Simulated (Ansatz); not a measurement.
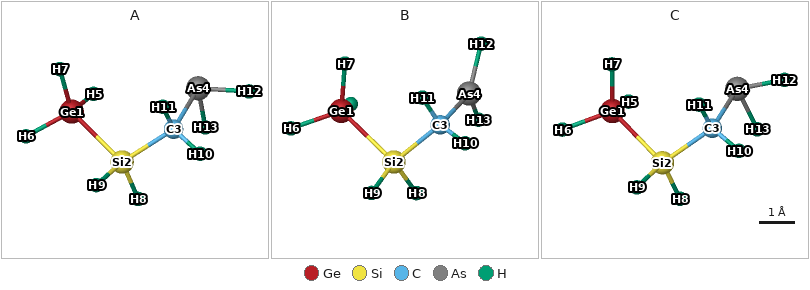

3 geometries from a converged minimum-energy path of CH9AsGeSi, shuffled. The picture is a ball-and-stick view, seen at a tilt.

Theory: RKS LDA/def2-SVP (Ansatz 0.2.0). Settings: 5 movable images; climbing image; force threshold 0.03 eV/Å; iteration limit 60; starting path by image-dependent pair potential.

Which of them lies highest in energy?

Answer. B. In order along the path, whose images run from 0 to 6: B (image 3, +38.6 kcal/mol), C (image 5, +0.1 kcal/mol), A (image 6, −0.1 kcal/mol). The motion is an umbrella inversion at As4. No bond forms or breaks between the ends. Among the angles between lasting bonds that change up to the highest image: H12–As4–H13 90.8° → 118.6°, C3–As4–H12 95.8° → 122.4°.

The run took 4.9 min on 2 threads of Arm Neoverse V1 (shared host), peak memory 0.21 GiB.
